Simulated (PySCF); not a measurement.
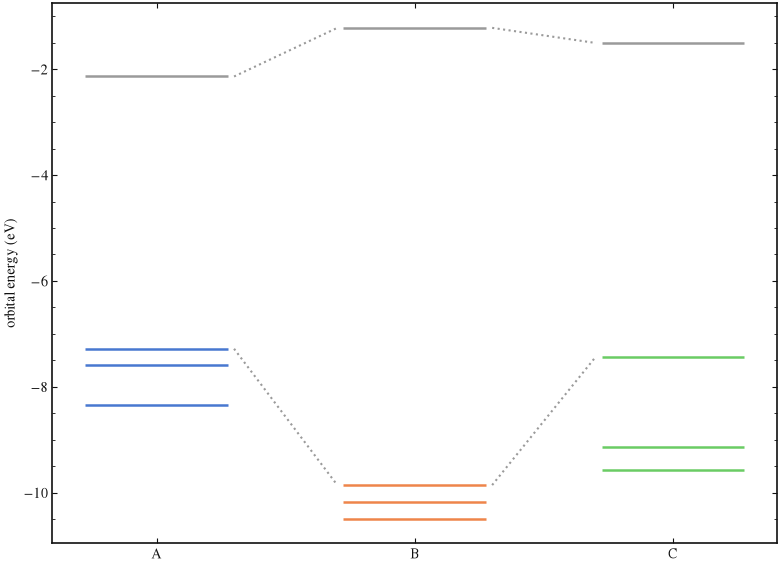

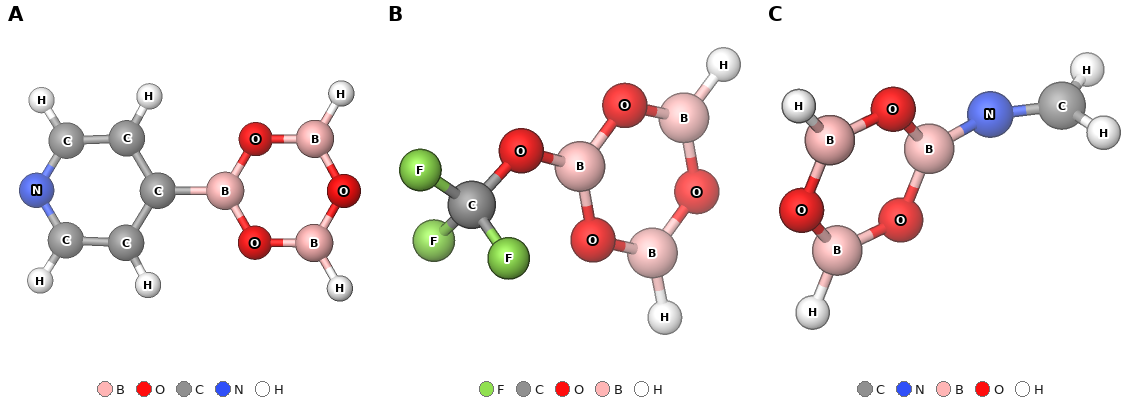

Related molecules: A is C₅H₆B₃NO₃, SMILES B1OBOB(c2ccncc2)O1; B is CH₂B₃F₃O₄, SMILES FC(F)(F)OB1OBOBO1; C is CH₄B₃NO₃, SMILES C=NB1OBOBO1. Frontier orbital energies, B3LYP/def2-SVPD in PySCF, at a PBE0-D3(BJ)/def2-SVP geometry (no frequency check); drawn are at most three filled levels and, in grey, the LUMO with any level within 0.03 eV of it; dotted lines join the HOMOs and the LUMOs.

Q: What does the change do to the frontier levels?

A: From A to B the HOMO falls by 2.58 eV and the LUMO rises by 0.92 eV, so the separation goes from 5.14 to 8.64 eV. From A to C the HOMO falls by 0.16 eV and the LUMO rises by 0.63 eV, so the separation goes from 5.14 to 5.94 eV.

Limits of at least one run: one conformer of a flexible molecule.
